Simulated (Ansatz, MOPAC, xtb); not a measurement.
**SO (sulfur oxide): methods side by side**

SO, triplet, SMILES `O=S`. Each level relaxes the structure for itself.

Quantity: the harmonic wavenumber, in cm⁻¹. The values are calculated.

**What was measured.** Huber and Herzberg, Constants of Diatomic Molecules gives the harmonic wavenumber of the gas as 1149 cm⁻¹.

| level | kind | program | value (cm⁻¹) | computed − measured |
| --- | --- | --- | --- | --- |
| PM3 | semi-empirical | MOPAC | 911 | -238 |
| MNDOD | semi-empirical | MOPAC | 1497 | +348 |
| PM6-DH+ | semi-empirical | MOPAC | 1091 | -58 |
| GFN1-xTB | semi-empirical | xtb | 1186 | +37 |
| UHF/STO-3G | Hartree–Fock | Ansatz | 978 | -171 |
| UHF/3-21G | Hartree–Fock | Ansatz | 835 | -314 |
| UHF/6-31G* (Cartesian functions) | Hartree–Fock | Ansatz | 1317 | +168 |
| UPBE/def2-SVP | GGA | Ansatz | 1093 | -56 |
| UBLYP/cc-pVTZ | GGA | Ansatz | 1061 | -88 |
| U-r2SCAN/def2-TZVP | meta-GGA | Ansatz | 1158 | +9 |

Nearest: U-r2SCAN/def2-TZVP (+9 cm⁻¹); farthest: MNDOD (+348 cm⁻¹). Computed less measured by kind, in cm⁻¹ (6-31G* rows): semi-empirical -238 to +348; Hartree–Fock +168. Harmonic and unscaled.

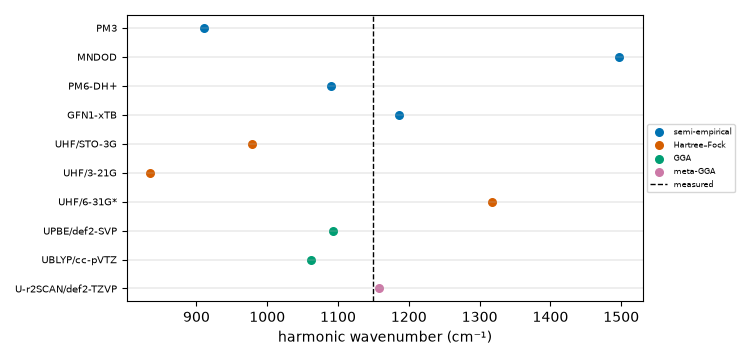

The values of the table, level by level.
